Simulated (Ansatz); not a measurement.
**N2 (nitrogen) at 6 levels**

Wanted: a comparison of 6 runs (B3LYP/def2-TZVPPD, SVWN5/def2-TZVPPD, revPBE/def2-TZVPPD, wB97X/def2-TZVPPD, MP2/def2-TZVPPD, CCSD/def2-TZVPPD) of N2 (nitrogen). 

Program for the calculation: Ansatz 0.2.0.

15 further runs of the same task are left out: 15 set aside as unsound or not needed.

## (1) The molecule

N2: 2 atoms, total charge 0, spin state singlet. SMILES: `N#N`. The N1–N2 distance was set to 1.961 Å, away from the relaxed value.

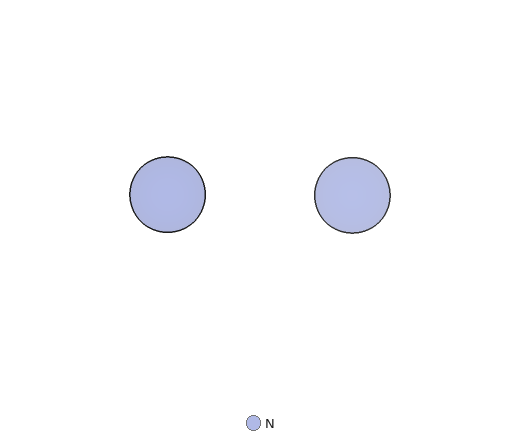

Viewed from a chosen angle; nitrogen light blue.

## (2) A single-point energy at B3LYP/def2-TZVPPD (run 1)

input.yaml reads:

```yaml
crystal:
  periodic: [false, false, false]
  atoms:
    - {symbol: "N", position_ang: [1.210296, -0.390779, 0.623478]}
    - {symbol: N, position_ang: [-0.465500, 0.150300, -0.239800]}
basis:
  gaussian:
    orbitals: def2-TZVPPD.json
hamiltonian:
  xc: {name: B3LYP}
accuracy: high
output: {orbitals: {seedname: orbitals}}
```

The basis set def2-TZVPPD is read from a file made from the Basis Set Exchange's data (not shown).

Run with:

```
$ ansatz run input.yaml --threads 1 --pin off --max-ram 3480MiB --events-out events.jsonl --progress --plain --runs-dir runs
```

Output:

```text
Warning: RAYON_NUM_THREADS=1 ignored (pool sized by the plan → 1); use --threads N
Functional definition: B3LYP
  name "B3LYP"
  parameter a0 = 0.2
  parameter ax = 0.72
  parameter ac = 0.81
  exchange = (1 - a0 - ax)*slater_x + ax*b88_x + a0*exact_x
  correlation = (1 - ac)*vwn_rpa_c + ac*lyp_c
1009 factors; integrals over basis functions are off by at most 2.8e-9 eV
mean field evaluation 1: about -2969.8564 eV, gradient 7.5e0 eV
mean field evaluation 2: about -2969.9085 eV, gradient 5.6e0 eV
mean field evaluation 4: about -2969.9753 eV, gradient 1.2e-1 eV
mean field evaluation 8: about -2969.9766 eV, gradient 3.2e-2 eV
mean field evaluation 16: about -2969.9766 eV, gradient 9.1e-9 eV
mean field -2969.97661125 eV, -109.1446273411 hartree, gradient 1.1e-9 eV, S^2 0.000000; 0 other end points of the search recorded, 0 dependent functions left out
reference -2969.97663912 eV, -109.1446283654 hartree; 7, 7 occupied and 67, 67 virtual orbitals, 1009 factors
Total energy: -2969.97663912 eV, -109.1446283654 hartree
```

Wall time 1.4 s (1 thread of Arm Neoverse V1, shared host); peak memory 0.12 GiB.

## (3) The energy at SVWN5/def2-TZVPPD (run 2)

input.yaml reads:

```yaml
crystal:
  periodic: [false, false, false]
  atoms:
    - symbol: "N"
      position_ang: [1.210296, -0.390779, 0.623478]
    - symbol: N
      position_ang: [-0.465500, 0.150300, -0.239800]
basis:
  gaussian: {orbitals: def2-TZVPPD.json}
hamiltonian: {xc: {name: SVWN5}}
output: {orbitals: {seedname: orbitals}}
accuracy: high
```

The basis set def2-TZVPPD is read from a file made from the Basis Set Exchange's data (not shown).

Run with:

```
$ ansatz run input.yaml --threads 1 --pin off --max-ram 3480MiB --events-out events.jsonl --progress --plain --runs-dir runs
```

Output:

```text
Warning: RAYON_NUM_THREADS=1 ignored (pool sized by the plan → 1); use --threads N
Functional definition: SVWN5
  name "SVWN5"
  exchange = slater_x
  correlation = vwn5_c
1009 factors; integrals over basis functions are off by at most 2.8e-9 eV
mean field evaluation 1: about -2946.4755 eV, gradient 9.4e0 eV
mean field evaluation 2: about -2946.5007 eV, gradient 9.0e0 eV
mean field evaluation 4: about -2946.6745 eV, gradient 2.5e-1 eV
mean field evaluation 8: about -2946.6760 eV, gradient 2.4e-2 eV
mean field evaluation 16: about -2946.6760 eV, gradient 1.4e-8 eV
mean field -2946.67602994 eV, -108.2883467717 hartree, gradient 8.4e-10 eV, S^2 0.000000; 0 other end points of the search recorded, 0 dependent functions left out
reference -2946.67603203 eV, -108.2883468483 hartree; 7, 7 occupied and 67, 67 virtual orbitals, 1009 factors
Total energy: -2946.67603203 eV, -108.2883468483 hartree
```

It took 0.95 s on 1 thread of Arm Neoverse V1, shared host; peak memory 0.11 GiB.

Runs 3 to 5 aren't shown in full; the table further down has their settings and results.

## (4) A single-point energy at CCSD/def2-TZVPPD (run 6)

job.yaml reads:

```yaml
crystal:
  periodic: [false, false, false]
  atoms:
    - {symbol: N, position_ang: [1.210296, -0.390779, 0.623478]}
    - {symbol: N, position_ang: [-0.465500, 0.150300, -0.239800]}
basis:
  gaussian:
    orbitals: def2-TZVPPD.json
correlation:
  method: ccsd
  frozen_orbitals: {"N": 1}
accuracy: high
scf:
  omitted_lower_state_checks: [cluster_reference, increment]
```

The basis set def2-TZVPPD is read from a file made from the Basis Set Exchange's data (not shown).

Run with:

```
$ ansatz run job.yaml --threads 1 --pin off --max-ram 3480MiB --events-out events.jsonl --progress --plain --runs-dir runs
```

Output:

```text
Warning: RAYON_NUM_THREADS=1 ignored (pool sized by the plan → 1); use --threads N
[... 16 lines left out ...]
2 core orbitals not correlated: weight in the atoms' cores, before any rotation towards them, 1.000 or more for the frozen orbitals, at most 0.000 for the correlated occupied ones
[... 69 lines left out ...]
Total energy: -2962.39619401 eV, -108.8660521455 hartree
Checks for a lower state left out: cluster_reference, increment
```

It took 6 s on 1 thread of Arm Neoverse V1, shared host; peak memory 0.26 GiB.

## (5) The series

```
run               level  frozen core orbitals  energy (Eh)  HOMO energy (eV)  LUMO energy (eV)  HOMO–LUMO gap (eV)  wall time
  1   B3LYP/def2-TZVPPD                     –  -109.144628             -9.04             -6.04                3.00      1.4 s
  2   SVWN5/def2-TZVPPD                     –  -108.288347             -8.31             -6.74                1.57     0.95 s
  3  revPBE/def2-TZVPPD                     –  -109.170943             -8.00             -6.44                1.56      1.2 s
  4   wB97X/def2-TZVPPD                     –  -109.066491            -11.48             -3.51                7.97       21 s
  5     MP2/def2-TZVPPD                     2  -108.836496                 –                 –                   –      2.6 s
  6    CCSD/def2-TZVPPD                     2  -108.866052                 –                 –                   –        6 s
```

## (6) Results

| quantity | value |
| --- | --- |
| run 6: total energy | -108.86605 Eh |
| run 6: correlation energy (2 core orbitals frozen) | -359.8 mEh |
| run 6: T1 diagnostic | 0.051 |

In words: Over runs 1, 2, 3, 4 the HOMO–LUMO gap runs from 1.56 eV (revPBE/def2-TZVPPD) to 7.97 eV (wB97X/def2-TZVPPD). Totals of different functionals can't be ranked against each other. In run 6 the T1 diagnostic is large, so a single reference may not serve. In runs 5, 6 the log says that unrestricted orbitals would lower the reference, so the values rest on an unstable closed-shell determinant (other closed-shell runs at this shape may share the fault). All runs together took 34 s, the longest 21 s.
